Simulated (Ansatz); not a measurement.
# A hypothetical structure for Ni2Bi

Starting from a made-up structure for Ni2Bi, the aim is the relaxed cell, its shortest contacts and, where a second run follows, its electronic structure.

Calculated with Ansatz 0.2.0; DFT, PBE, plane-wave PAW, files of the set soft_1, scalar-relativistic, ferromagnetic start, cell and ions relaxed at zero pressure; PAW set soft_1.

### Step 1. Starting point

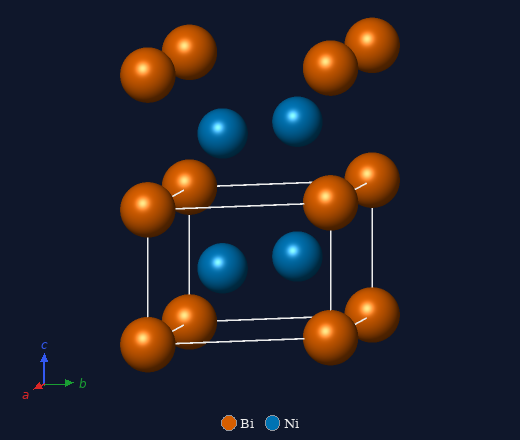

Start, viewed slightly off an axis; bismuth orange, nickel blue. 1×1×2 cells are drawn. Some periodic images of atoms are drawn too.

Structure file:

```cif
data_structure
_symmetry_space_group_name_H-M 'P 1'
_symmetry_Int_Tables_number 1
_cell_length_a 4.2780
_cell_length_b 4.2780
_cell_length_c 3.0330
_cell_angle_alpha 90.000
_cell_angle_beta 90.000
_cell_angle_gamma 120.000
_cell_volume 48.07
loop_
_atom_site_label
_atom_site_type_symbol
_atom_site_fract_x
_atom_site_fract_y
_atom_site_fract_z
_atom_site_occupancy
Bi1 Bi 0.00000 0.00000 0.00000 1
Ni2 Ni 0.66667 0.33333 0.49320 1
Ni3 Ni 0.33333 0.66667 0.50680 1
```

### Step 2. Relaxation of the guess

The guessed cell has no reason to be at equilibrium. It is relaxed with the atoms, within the space group of the guess.

File input.yaml:

```yaml
crystal:
  lattice:
    - [4.278, 0.0, 0.0]
    - [-2.139, 3.704856677, 0.0]
    - [0.0, 0.0, 3.033]
  atoms:
    - { symbol: Bi, position: [0.0, 0.0, 0.0] }
    - { symbol: Ni, position: [0.666666667, 0.333333333, 0.4932], spin: 1.0 }
    - { symbol: Ni, position: [0.333333333, 0.666666667, 0.5068], spin: 1.0 }
magnetization:
  spin_polarized: true
kpoints:
  mp_grid: { grid: [7, 7, 9] }
scf:
  occupations: { method: fermi_dirac, width: 0.05 }
hamiltonian:
  xc: pbe
  pseudopotentials: { kind: paw, azcp: { folder: soft_1 } }
relax:
  f_tol: 0.015
  max_steps: 70
  cell: {}
output:
  forces: true
  stress: true
```

Started as:

```sh
$ ansatz run input.yaml --threads 4 --pin off --max-ram 8192MiB --backend cpu --events-out ev --progress --plain --runs-dir out
```

Numbers of over 12 decimals in the logs are rounded to 6 here.

What it wrote:

```text
Engine: ansatz 0.2.0, aarch64-unknown-linux-gnu
Pseudopotentials: kind: paw
Pseudopotential: Bi, paw, valence charge 15, recommended cutoff 420 eV (normal), soft_1/Bi.paw.azcp
Pseudopotential: Ni, paw, valence charge 18, recommended cutoff 420 eV (normal), soft_1/Ni.paw.azcp
Functional definition: PBE
  parameter kappa = 0.804
  parameter beta = 0.066725
  exchange = pbe_x(kappa = kappa, mu = beta*pi^2/3)
  correlation = pbe_c(beta = beta)
Crystal: 3 atoms, lattice volume = 48.071 Å³
Basis set: ecut = 420 eV, 929 PW (Γ), exchange–correlation on 60×60×48 points (8 copies of the dense FFT grid, shifted against one another)
Bands: 32, of which v1, the nominal top of the filled ones, is band 26 counted from 1 (25 counted from 0)
Symmetry: 12 space group operations
Space group: P-3m1 (ITA 164), of the structure as read, at distance tolerance 3.6e-5 Å
Magnetic group: BNS 164.85 (UNI 1315), of the structure as read, at distance tolerance 3.6e-5 Å
k-points: 56 of 441
Non-local potential: Bi, projectors of the file, l = 0: 2, l = 1: 2, l = 2: 2, l = 3: 1
Non-local potential: Ni, projectors of the file, l = 0: 3, l = 1: 2, l = 2: 3, l = 3: 1
PAW form: soft (Blöchl's): semilocal exchange-correlation on the pseudo side does not see the compensation charge
PAW one-centre angular grid: Bi, 590 points (default); XC on 64 Gauss nodes
PAW one-centre angular grid: Ni, 590 points (default); XC on 64 Gauss nodes
Initial density: superposition of atomic densities (chi_scale 0.1, normalization cell)
Starting moments: Σ|m| = 2 μB on 2 of 3 sites
Initial wavefunctions: pseudopotential atomic-orbital guess
Functional: x = pbe(κ = 0.804, μ = 0.219515), c = pbe(β = 0.066725)
SCF iter   1: F=—  HF=-24074.151841 eV  |F-HF|=—  |Δ(HF+E_count)|=         —  Δρ=4.42e-2 (↑1.28e-2 ↓4.42e-2)  dr2=1.61e0  dr2_m=1.93e-1  M=1.256 μB ∫|m|=1.535 μB  β_m=0.30  ethr=3.10e-3  ⟨swp⟩=6.0  Hψ=13855  notcnv=0
Mixer restart at iter 1: flushing history
preconditioner: auto → Kerker (q_TF=auto, 2.755 Å⁻¹)  [metal: Δε(μ)=0.004 eV  Ē_g=13.040 eV  σ=0.050 eV  W_gap=0.02  n_scr=20 (ndim 8)  ℏωp=31.7 eV  f_vac=0.000  D(μ)=4.38/eV (n_scr^D=56)]
spin=Collinear: Kerker preconditioning applied to the charge; magnetization (m = ρ↑ − ρ↓) channel mixes plain (no charge-response kernel on spin).
SCF iter   2: F=—  HF=-24075.677841 eV  |F-HF|=—  |Δ(HF+E_count)|=    1.53e0  Δρ=3.72e-2 (↑1.34e-2 ↓3.72e-2)  dr2=1.11e0  dr2_m=2.02e-1  M=1.118 μB ∫|m|=1.413 μB  β_m=0.55  ethr=3.10e-3  ⟨swp⟩=2.0  Hψ=5014  notcnv=0  defer=120
SCF iter   3: F=—  HF=-24077.626604 eV  |F-HF|=—  |Δ(HF+E_count)|=    1.95e0  Δρ=4.02e-2 (↑8.20e-3 ↓4.02e-2)  dr2=1.14e0  dr2_m=1.29e-1  M=0.731 μB ∫|m|=0.954 μB  β_m=0.32  ethr=2.19e-3  ⟨swp⟩=3.1  Hψ=5580  notcnv=0  defer=120
SCF iter   4: F=—  HF=-24077.383856 eV  |F-HF|=—  |Δ(HF+E_count)|=   2.43e-1  Δρ=2.48e-2 (↑2.48e-2 ↓1.04e-2)  dr2=1.73e-1  dr2_m=4.28e-2  M=0.534 μB ∫|m|=0.703 μB  β_m=0.54  ethr=2.19e-3  ⟨swp⟩=3.0  Hψ=6640  notcnv=0  defer=135
SCF iter   5: F=—  HF=-24077.550885 eV  |F-HF|=—  |Δ(HF+E_count)|=         —  Δρ=2.30e-2 (↑2.30e-2 ↓4.26e-3)  dr2=1.31e-1  dr2_m=5.30e-2  M=0.433 μB ∫|m|=0.544 μB  β_m=0.54  ethr=3.39e-4  ⟨swp⟩=2.3  Hψ=6147  notcnv=0  defer=142
Mixer restart at iter 5: flushing history
SCF iter   6: F=—  HF=-24077.620899 eV  |F-HF|=—  |Δ(HF+E_count)|=   7.00e-2  Δρ=1.29e-2 (↑4.63e-3 ↓1.29e-2)  dr2=2.06e-2  dr2_m=3.33e-2  M=0.385 μB ∫|m|=0.470 μB  β_m=0.57  ethr=2.57e-4  ⟨swp⟩=2.9  Hψ=7269  notcnv=0  defer=142
SCF iter   7: F=—  HF=-24077.609066 eV  |F-HF|=—  |Δ(HF+E_count)|=   1.18e-2  Δρ=1.03e-2 (↑1.03e-2 ↓4.78e-3)  dr2=6.25e-2  dr2_m=3.42e-3  M=0.418 μB ∫|m|=0.491 μB  β_m=0.56  ethr=4.03e-5  ⟨swp⟩=2.1  Hψ=7938  notcnv=0  defer=142
SCF iter   8: F=—  HF=-24077.613724 eV  |F-HF|=—  |Δ(HF+E_count)|=   4.66e-3  Δρ=2.65e-3 (↑2.65e-3 ↓1.60e-3)  dr2=7.33e-3  dr2_m=1.34e-4  M=0.398 μB ∫|m|=0.454 μB  β_m=0.63  ethr=4.03e-5  ⟨swp⟩=2.0  Hψ=5922  notcnv=0  defer=142
SCF iter   9: F=—  HF=-24077.612927 eV  |F-HF|=—  |Δ(HF+E_count)|=   7.97e-4  Δρ=1.59e-3 (↑3.50e-4 ↓1.59e-3)  dr2=4.15e-4  dr2_m=3.25e-4  M=0.378 μB ∫|m|=0.428 μB  β_m=0.82  ethr=1.44e-5  ⟨swp⟩=2.0  Hψ=5141  notcnv=0  defer=142
SCF iter  10: F=—  HF=-24077.613169 eV  |F-HF|=—  |Δ(HF+E_count)|=   2.43e-4  Δρ=6.38e-4 (↑1.99e-4 ↓6.38e-4)  dr2=1.73e-4  dr2_m=2.34e-5  M=0.367 μB ∫|m|=0.413 μB  β_m=0.91  ethr=8.13e-7  ⟨swp⟩=2.1  Hψ=5927  notcnv=0  defer=138
SCF iter  11: F=—  HF=-24077.613186 eV  |F-HF|=—  |Δ(HF+E_count)|=   1.72e-5  Δρ=2.23e-4 (↑5.75e-5 ↓2.23e-4)  dr2=9.28e-6  dr2_m=8.43e-6  M=0.365 μB ∫|m|=0.410 μB  β_m=0.90  ethr=3.40e-7  ⟨swp⟩=2.0  Hψ=4584  notcnv=0  defer=138
SCF iter  12: F=—  HF=-24077.613186 eV  |F-HF|=—  |Δ(HF+E_count)|=   2.70e-8  Δρ=6.50e-5 (↑2.35e-5 ↓6.50e-5)  dr2=6.85e-7  dr2_m=8.49e-7  M=0.364 μB ∫|m|=0.408 μB  β_m=0.95  ethr=1.82e-8  ⟨swp⟩=1.5  Hψ=4134  notcnv=0  defer=138
SCF iter  13: F=—  HF=-24077.613186 eV  |F-HF|=—  |Δ(HF+E_count)|=   1.08e-8  Δρ=5.93e-6 (↑3.91e-6 ↓5.93e-6)  dr2=3.46e-8  dr2_m=6.75e-10  M=0.363 μB ∫|m|=0.407 μB  β_m=0.97  ethr=1.34e-9  ⟨swp⟩=1.5  Hψ=4177  notcnv=0  defer=138
[...]
relax step   9: F+E_penalty+E_count = -24077.83619968 eV  Δ(F+E_penalty+E_count) = +1.780e-2 eV  max|allowed force component| = 2.167e-1 eV/Å  Δτ_max = 0.1950 Å  P = -0.445 GPa  Ω = 49.487 Å³  energy of the carried Pulay correction = -1.967e-4 eV  (11 SCF iters, dr2 threshold 2.11e-7 eV, rejected (line search))
relax step  10: F+E_penalty+E_count = -24077.85900887 eV  Δ(F+E_penalty+E_count) = -5.011e-3 eV  max|allowed force component| = 3.974e-2 eV/Å  Δτ_max = 0.0427 Å  P = +0.169 GPa  Ω = 49.633 Å³  energy of the carried Pulay correction = -2.574e-4 eV  (17 SCF iters, accepted)
relax step  11: F+E_penalty+E_count = -24077.86118577 eV  Δ(F+E_penalty+E_count) = -2.177e-3 eV  max|allowed force component| = 4.645e-3 eV/Å  Δτ_max = 0.0374 Å  P = -0.081 GPa  Ω = 49.625 Å³  energy of the carried Pulay correction = -2.457e-4 eV  (10 SCF iters, dr2 threshold 2.20e-7 eV, accepted)
relax step  12: F+E_penalty+E_count = -24077.86125693 eV  Δ(F+E_penalty+E_count) = -7.117e-5 eV  max|allowed force component| = 7.711e-4 eV/Å  Δτ_max = 0.0048 Å  P = +0.012 GPa  Ω = 49.574 Å³  energy of the carried Pulay correction = -2.255e-4 eV  (9 SCF iters, dr2 threshold 2.85e-8 eV, accepted)
relax step  13: F+E_penalty+E_count = -24077.87414226 eV  Δ(F+E_penalty+E_count) = -1.289e-2 eV  max|allowed force component| = 6.298e-6 eV/Å  Δτ_max = 0.0000 Å  P = +0.586 GPa  Ω = 49.574 Å³  stress off target by 1.55e0 GPa  SCF on the basis re-selected at this cell (its energy is not comparable with the rows above)  (14 SCF iters)
relax step  14: F+E_penalty+E_count = -24077.87961468 eV  Δ(F+E_penalty+E_count) = -5.472e-3 eV  max|allowed force component| = 2.780e-3 eV/Å  Δτ_max = 0.0054 Å  P = +0.342 GPa  Ω = 49.817 Å³  energy of the carried Pulay correction = -4.804e-5 eV  (9 SCF iters, dr2 threshold 3.00e-7 eV, accepted)
relax step  15: F+E_penalty+E_count = -24077.88251181 eV  Δ(F+E_penalty+E_count) = -2.897e-3 eV  max|allowed force component| = 5.563e-3 eV/Å  Δτ_max = 0.0144 Å  P = -0.023 GPa  Ω = 50.136 Å³  energy of the carried Pulay correction = -1.159e-4 eV  (10 SCF iters, dr2 threshold 3.00e-7 eV, accepted)
relax step  16: F+E_penalty+E_count = -24077.88250315 eV  Δ(F+E_penalty+E_count) = +8.661e-6 eV  max|allowed force component| = 8.562e-3 eV/Å  Δτ_max = 0.0053 Å  P = +0.086 GPa  Ω = 50.125 Å³  energy of the carried Pulay correction = -1.072e-4 eV  (10 SCF iters, dr2 threshold 6.93e-9 eV, rejected (line search))
relax step  17: F+E_penalty+E_count = -24077.88253819 eV  Δ(F+E_penalty+E_count) = -2.637e-5 eV  max|allowed force component| = 6.394e-4 eV/Å  Δτ_max = 0.0018 Å  P = -0.003 GPa  Ω = 50.143 Å³  energy of the carried Pulay correction = -1.162e-4 eV  (11 SCF iters, accepted)
relax step  18: F+E_penalty+E_count = -24077.88262354 eV  Δ(F+E_penalty+E_count) = -8.535e-5 eV  max|allowed force component| = 6.368e-4 eV/Å  Δτ_max = 0.0000 Å  P = -0.005 GPa  Ω = 50.143 Å³  stress off target by 1.75e-2 GPa  SCF on the basis re-selected at this cell (its energy is not comparable with the rows above)  (10 SCF iters)
basis re-selected at this cell: Δ(F+E_penalty+E_count) = -8.535e-5 eV, ΔP = -0.002 GPa vs the last step (what re-selecting the basis moved, of the pressure what is left beyond the Pulay correction that the steps carried, after the strain that the cell walked since its last selection, with what the two solves' SCF thresholds leave and, on support functions, any second-order correction that the steps lacked; it is no measure of the basis error at this ecutwfc). The dense FFT grid was sized anew with the basis: this SCF ran on 27×27×25 points, the steps before it on 30×30×24, so part of this shift can come from that change (see relax.cell in the input reference). [rest of the remark cut]
SCF converged after 10 iterations
Magnetization: 0.0000 μB (25.5000 up, 25.5000 down)
Absolute magnetization: 0.0000 μB (∫|ρ↑−ρ↓|, with the PAW one-centre terms)
Spin contamination: 0.0000 ħ² per cell (⟨S²⟩ above its minimum at these occupations)
Per-site moments (μB) at R_I (Å): [(1.458042318708003e-11, 1.137013), (3.733570275117731e-9, 0.987675), (3.733570195712237e-9, 0.987675)]
Free energy (F): -24077.882624 eV
Harris-Foulkes:  -24077.882624 eV  (|F-HF|=0.00e0)
Internal energy: -24077.860056 eV  (E = F + TS)
E sigma→0 (E₀):  -24077.871340 eV
Entropy (-TS):   -0.022568 eV (-7.523 meV/atom)
Fermi energy:    15.168214 eV
--- Per-component energies (eV) ---
  E_band       = -690.754705
  E_kinetic    = 937.760231
  E_local      = -7923.807435  (includes V_loc(G=0)·N_el)
  E_nonlocal   = 179.515769
  E_hartree    = 4024.338969
  E_xc         = -375.427775
  E_vxc        = -420.002903  (∫ρ·V_xc dr)
  E_paw        = -13988.183759  (= ΣΔE_a)
  E_vpaw       = -1512.900571  (= ΣTr[D̂ρ^β])
  E_aug_tail   = 0.002080  (compensation charges beyond the density's cutoff)
  E_ewald      = -6932.058137
  E_smearing   = -0.022568  (= −TS)
  E_closure    = 0.000000  (closes the sum)
  Σ components = -24077.882624   (vs F -24077.882624, Δ=0.00e0)
--- Forces (eV/Å), atoms counted from 1 ---
  atom   1  Bi     0.00000000    -0.00000000     0.00000000
  atom   2  Ni     0.00000000    -0.00000000     0.00063680
  atom   3  Ni     0.00000000     0.00000000    -0.00063680
  max |Σ_I F_I| component: 1.85e-17 eV/Å
--- Stress (GPa, compression-positive) ---
       -0.016839       0.000000       0.000000
        0.000000      -0.016839       0.000000
        0.000000       0.000000       0.017513
  P = ⅓ Tr σ = -0.0054 GPa (-0.054 kbar)
--- Relaxed structure (16 steps of the walk, 14 accepted, 2 SCFs on fresh bases) ---
  F+E_penalty+E_count = -24077.88262354 eV   max|allowed force component| = 6.368e-4 eV/Å   (the final SCF, on the basis selected at the relaxed cell)
  cell:  # Å, volume = 50.1425 Å³
    - [4.010810, 0, 3.933811187776313e-17]
    - [-2.005405, 3.473464, -1.9669055938881565e-17]
    - [2.788978338745504e-17, 0, 3.599244]
  atoms:
    - { symbol: Bi, position: [0, 0, 0] }
    - { symbol: Ni, position: [0.666667, 0.333333, 0.415410] }
    - { symbol: Ni, position: [0.333333, 0.666667, 0.584590] }
```

It took 49 s on 4 threads of Arm Neoverse V2, shared host; peak memory 0.46 GiB.

Step by step:

```csv
step,energy less that of the first step (eV),largest force component (eV/Å),pressure (GPa),volume (Å³)
1,0.0000,0.0097,3.61,48.07
2,-0.1205,0.0051,-0.87,50.08
3,-0.1877,0.0033,-2.15,50.91
4,-0.2278,0.0136,0.39,50.01
5,-0.2289,0.0105,-0.06,50.17
6,-0.2292,0.0157,-0.04,50.15
7,-0.2318,0.0397,0.00,50.07
8,-0.2408,0.0581,-0.17,49.93
9,-0.2230,0.2167,-0.45,49.49
10,-0.2458,0.0397,0.17,49.63
11,-0.2480,0.0046,-0.08,49.63
12,-0.2481,0.0008,0.01,49.57
13*,-0.2610,0.0000,0.59,49.57
14,-0.2664,0.0028,0.34,49.82
15,-0.2693,0.0056,-0.02,50.14
16,-0.2693,0.0086,0.09,50.12
17,-0.2694,0.0006,0.00,50.14
18*,-0.2694,0.0006,-0.01,50.14
```

Relaxation steps marked * repeat the geometry before them on a plane-wave basis chosen anew for their cell, so energy and pressure can jump there. Relaxation steps 9, 16 were tried and not accepted.

The run keeps the 12 symmetry operations that it works with, so distortions that break them were not tested.

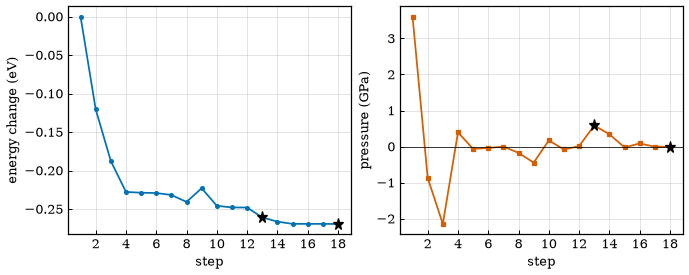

Energy and pressure along the relaxation. Stars mark steps on a basis chosen anew.

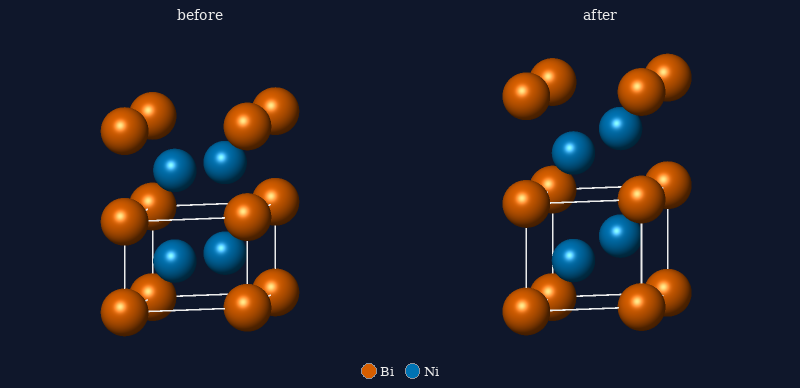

The structure before and after the relaxation, drawn at the same scale.

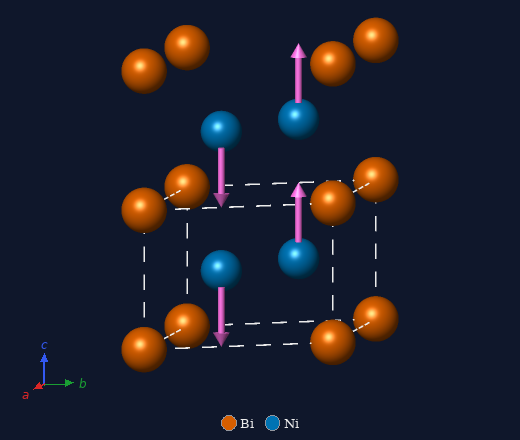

Displacements in the relaxation, exaggerated, measured against the changing cell; the longest in the cell stands for 0.28 Å. 1×1×2 cells are drawn. Some periodic images of atoms are drawn too.

```csv
cell as run,before,after,change
a (Å),4.278,4.011,-6.2 %
b (Å),4.278,4.011,-6.2 %
c (Å),3.033,3.599,+18.7 %
volume (Å³/atom),16.02,16.71,+4.3 %
```

The atoms that moved most (Å, as changes of fractional coordinates times the final cell):

```csv
atom,dx,dy,dz,length
Ni2,0.000,0.000,-0.280,0.280
Ni3,0.000,0.000,0.280,0.280
```

Final coordinates:

```xyz
3
Lattice="4.0108 0.0000 0.0000 -2.0054 3.4735 0.0000 0.0000 0.0000 3.5992" Properties=species:S:1:pos:R:3 pbc="T T T"
Bi    0.0000    0.0000    0.0000
Ni    2.0054    1.1578    1.4952
Ni    0.0000    2.3156    2.1041
```

Numbers from this step:

* free energy: -24077.8826 eV
* energy at zero smearing: -24077.8713 eV
* smearing term TS: 0.02257 eV
* Fermi energy: 15.17 eV
* electrons: 51
* symmetry operations: 12
* pressure: -0.005388 GPa

Shortest distances by pair of elements, guess and relaxed (not always the same contact):

```csv
pair,guess (Å),relaxed (Å)
Ni–Ni,2.470,2.394
Bi–Ni,2.888,2.756
Bi–Bi,3.033,3.599
```

The relaxation ends with a largest force component of 6.4e-4 eV/Å and a pressure of -0.01 GPa. No moment survives the cycle: this start ends non-magnetic.

### Step 3. What came out

| Quantity | Value |
| --- | --- |
| space group, relaxed | P-3m1 |
| conventional cell | a = 4.011, b = 4.011, c = 3.599 Å; α = 90.0°, β = 90.0°, γ = 120.0° |
| volume per atom | 16.71 Å³ (guess 16.02) |
| total moment | 0.00 μB in the cell of 3 atoms |

What this shows: Ni2Bi relaxes to P-3m1 with a = 4.011, b = 4.011 and c = 3.599 Å. The guessed volume was 4 % too small. The space group P-3m1 was held in the relaxation, so the end point is a stationary structure within it and may be a saddle against distortions or other arrangements. The moments died out from this one start and weren't seeded again at the relaxed cell. Mesh and cutoff weren't tested. A vector of the cell changed its length by 19 %, more than the volume shows. Spin-orbit coupling is left out, which can matter for elements this heavy. No dispersion term is used, so weakly bound directions may come out too long. Nothing here tests whether the compound is stable against decomposition.

[Logs are printed without paths, hosts, clocks, repeated set-up lines and the standing remarks that a program may print on its own settings, such as how far it seeks lower states.]

[Hosts, paths, dates, database ids (printed as entryN), source tags and the programs' standing remarks are cut or masked in the printed files.]
